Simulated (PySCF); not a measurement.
**[CuF4]2− ([CuF4]2-) at UM06-2X/ANO-RCC-MB (sfX2C)**

Aim: the vertical doublet–quartet gap of [CuF4]2− ([CuF4]2-) at UM06-2X/ANO-RCC-MB (sfX2C), from 2 runs. Input form: a Python script.

Program for the calculation: PySCF 2.14.0.

1 further run of the same task is left out (it didn't finish).

## (1) Starting point

The species is [CuF4]2− (5 atoms), meant as a doublet with charge -2. SMILES: `[F][Cu-2]([F])([F])[F]`. The shape comes from GFN2-xTB, which is rough for such elements, and wasn't checked as a minimum.

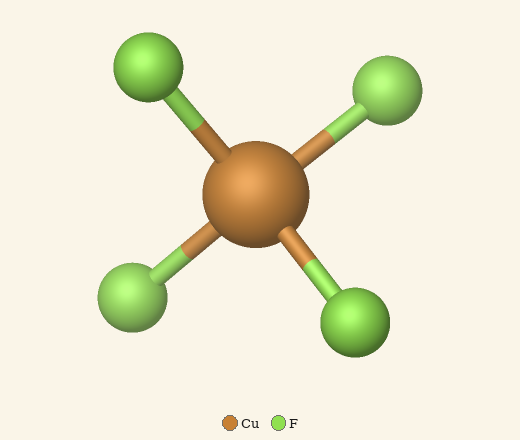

The structure, seen from a chosen angle (copper orange, fluorine green).

## (2) The energy at UM06-2X/ANO-RCC-MB (sfX2C)

Input file input.py:

```python
from pyscf import gto, dft

system = gto.Mole()
system.atom = '''
Cu     0.000246     0.000000    -0.000113
F      3.268697    -0.060660     1.364382
F      0.047281     3.284306    -1.323867
F     -3.270228     0.029914     1.357447
F     -0.045996    -3.253579    -1.397849
'''
system.spin = 1
system.verbose = 4
system.charge = -2
system.max_memory = 1860
system.basis = 'ano-rcc-mb'
system.unit = 'bohr'
system.build()

mf = dft.UKS(system)
mf.xc = 'm06-2x'
mf = mf.x2c()
mf.conv_tol = 1e-10
mf.grids.level = 4
mf.kernel()
if not mf.converged:
    mf = mf.newton().run(mf.mo_coeff, mf.mo_occ)

e_final = mf.e_tot
print('E(%s) = %.9f' % ('M06-2X', e_final))
```

Command:

```
$ OMP_NUM_THREADS=1 python input.py
```

Standard output:

```text
PySCF version 2.14.0

[... 59 lines left out ...]
WARN: HOMO -0.156961832268244 >= LUMO -0.156961832268226
[... 50 lines left out ...]
converged SCF energy = -2054.40303841302  <S^2> = 0.75339165  2S+1 = 2.0033888
E(M06-2X) = -2054.403038413
```

Run time: 21 s. Hardware: 1 thread of Arm Neoverse V2, shared host; peak memory 0.3 GiB.

## (3) The quartet, same level

Input file calc.py:

```python
from pyscf import gto, dft

molecule = gto.M(
    atom='''
Cu   0.000130   0.000000  -0.000060
F    1.729720  -0.032100   0.722000
F    0.025020   1.737980  -0.700560
F   -1.730530   0.015830   0.718330
F   -0.024340  -1.721720  -0.739710
''',
    max_memory=1860,
    basis='ano-rcc-mb',
    spin=3,
    charge=-2,
    verbose=3,
)

mf = dft.UKS(molecule)
mf.xc = 'm06-2x'
mf = mf.x2c()
mf.grids.level = 4
mf.conv_tol = 1e-10
mf.kernel()
if not mf.converged:
    mf = mf.newton().run(mf.mo_coeff, mf.mo_occ)

e_tot = mf.e_tot
print('Final energy', e_tot)
```

Command:

```
$ OMP_NUM_THREADS=1 python calc.py
```

Standard output:

```text
WARN: HOMO 0.0428678291401159 >= LUMO -0.189501999733355

WARN: HOMO 0.334302717298163 >= LUMO 0.177137641821568

WARN: HOMO 0.3831649025944 >= LUMO 0.172483157148117

WARN: HOMO 0.384774690468491 >= LUMO 0.256305458067861

WARN: HOMO 0.386062319964025 >= LUMO 0.287681678001034

WARN: HOMO 0.388254729563828 >= LUMO 0.289200034799166

WARN: HOMO 0.390032530047435 >= LUMO 0.29454632721743

WARN: HOMO 0.390422162198784 >= LUMO 0.295341481912814

WARN: HOMO 0.390002300092401 >= LUMO 0.289149973260822

WARN: HOMO 0.390616595482403 >= LUMO 0.289004845158493

WARN: HOMO 0.391541798651034 >= LUMO 0.2853979366968

WARN: HOMO 0.392096575161192 >= LUMO 0.281438316939425

WARN: HOMO 0.39196277680645 >= LUMO 0.278269149501049

WARN: HOMO 0.392168165518935 >= LUMO 0.278294649666759

WARN: HOMO 0.392301827438248 >= LUMO 0.278092086575636

WARN: HOMO 0.392226936313016 >= LUMO 0.277967637121612

WARN: HOMO 0.392244977811143 >= LUMO 0.277910627383794

WARN: HOMO 0.392355562329985 >= LUMO 0.278016880669286

WARN: HOMO 0.39227535130089 >= LUMO 0.277753247878965

WARN: HOMO 0.392388377926573 >= LUMO 0.278094272582819

WARN: HOMO 0.392383739934669 >= LUMO 0.27839768818561

WARN: HOMO 0.392325699990768 >= LUMO 0.27835378982869

WARN: HOMO 0.392349063929858 >= LUMO 0.278491264807587

WARN: HOMO 0.392335237313878 >= LUMO 0.27806635041764

WARN: HOMO 0.392353307232092 >= LUMO 0.278253360475676

WARN: HOMO 0.39235635076876 >= LUMO 0.278098779650784

WARN: HOMO 0.392355601567438 >= LUMO 0.278085579710457

WARN: HOMO 0.392354557891572 >= LUMO 0.278088735537623

WARN: HOMO 0.392353939054537 >= LUMO 0.278070231752566

WARN: HOMO 0.392354114870915 >= LUMO 0.278075174544164

WARN: HOMO 0.392354595511833 >= LUMO 0.278073838929924

WARN: HOMO 0.3923547593747 >= LUMO 0.278074880612534

WARN: HOMO 0.392354081102217 >= LUMO 0.278076745328461

WARN: HOMO 0.392354347248311 >= LUMO 0.278076968510812

WARN: HOMO 0.392354250725451 >= LUMO 0.278076939687587

converged SCF energy = -2054.13067973005  <S^2> = 3.7604262  2S+1 = 4.0052097
Final energy -2054.130679730055
```

It took 63 s on 1 thread of Arm Neoverse V2, shared host; peak memory 0.3 GiB.

## (4) Summary of results

At UM06-2X/ANO-RCC-MB (sfX2C):

| quantity | value |
| --- | --- |
| doublet: total energy | -2054.40304 Eh |
| doublet: HOMO energy (highest over α and β) | 3.55 eV |
| doublet: LUMO energy (lowest over α and β) | 11.47 eV |
| doublet: ⟨S²⟩ | 0.753 |
| quartet: total energy | -2054.13068 Eh |
| quartet: HOMO energy (highest over α and β) | 10.68 eV |
| quartet: ⟨S²⟩ | 3.760 |
| vertical energy of the quartet above the doublet | 7.411 eV |

In words: At this shape the quartet lies 7.41 eV (715 kJ/mol) above the doublet. For an anion a state so high probably lies above electron detachment. In a minimal basis such a difference can be off by several eV, whatever the method. Mulliken charges (doublet) run from -0.66 on F2 to +0.65 on Cu1; they depend strongly on the basis. The HOMO (doublet) lies at positive energy, 3.55 eV; only total energies tell whether the electron is bound. The HOMO (quartet) lies at positive energy, 10.68 eV; only total energies tell whether the electron is bound.
